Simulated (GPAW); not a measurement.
**WS2 (P6_3/mmc): refractive index against wavelength**

The refractive index of WS2 (P6_3/mmc) along x below the direct gap (1.74 eV on the mesh) is read from one computed spectrum, n = √(Re ε). x, y and z are the Cartesian axes of the input cell.

Symmetry: P6_3/mmc, No. 194, hexagonal system. The conventional cell has a = 3.180 Å, b = 3.180 Å, c = 12.500 Å, α = 90.00°, β = 90.00°, γ = 120.00°. W on site c has 6 S at 2.41 Å as nearest neighbours. Around S on site f lie 3 W at 2.41 Å.

Method: GPAW 26.7.0, PBE, RPA, k-mesh 12×12×6, local fields up to 30 eV, Lorentzian half width 0.1 eV.

Launch of the response step: `OMP_NUM_THREADS=1 python df.py`. The run took 14.2 min, its band step included, on 1 thread of Arm Neoverse N1, with other jobs on the host.

```tsv
wavelength (nm)	photon energy E (eV)	n
3000	0.413	3.5518
2000	0.620	3.5816
1550	0.800	3.6197
1310	0.946	?
1064	1.165	3.7443
```

In the single-oscillator model n² − 1 = E₀E_d/(E₀² − E²), so 1/(n² − 1) = E₀/E_d − E²/(E₀E_d) is linear in E².

Working, on the rows shown:

| x = E² (eV²) | y = 1/(n² − 1) |
| --- | --- |
| 0.170801 | 0.0860935 |
| 0.384302 | 0.0845462 |
| 0.639837 | 0.0826294 |
| 1.35784 | 0.0768062 |

Means: x̄ = 0.6382, ȳ = 0.082519. Σ(x − x̄)(y − ȳ) = -0.006296, Σ(x − x̄)² = 0.8008. Slope = -0.006296 / 0.8008 = -0.007862; intercept = ȳ − slope · x̄ = 0.087537. Turned back into n, the line misses the rows shown by at most 0.0025.

Task: Fill in the last column of the withheld row.

Result: At x = 0.89576 the line gives y = 0.080494, that is 3.6638. The run gave 3.6607, so the interpolation is off by 0.0031, 1.6 % of the range in the table.

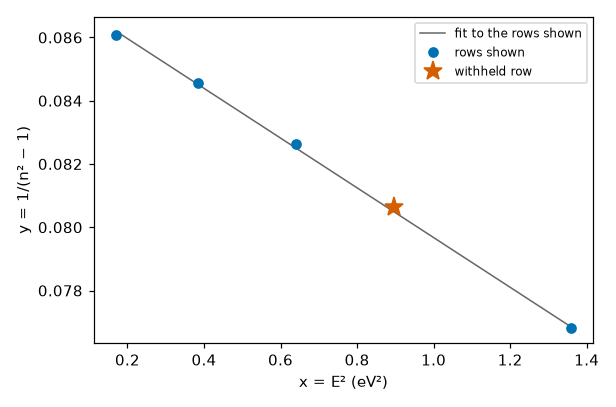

Refitted with all rows, the slope is -0.007827 and the intercept 0.087542. These give E₀ = √(intercept/−slope) = 3.34 eV and E_d = E₀/intercept = 38.2 eV; E₀ is 1.9 times the direct gap. The electronic limit at long wavelengths, without lattice vibrations, is n = √(1 + 1/intercept) = 3.525. The cell comes from an older database entry, whose edges can be off by a per cent or so. Excitons are left out; PBE gaps are as a rule too small. The values come from a sum over the points of one k-mesh and carry its error, which grows as the direct gap shrinks. This version of GPAW has incomplete matrix elements in the optical limit, which can lower ε − 1 by up to a tenth where first-row anions or d states rule. Spin-orbit coupling is left out.

[Logs are printed without paths, hosts, clocks, repeated set-up lines and the standing remarks that a program may print on its own settings, such as how far it seeks lower states.]
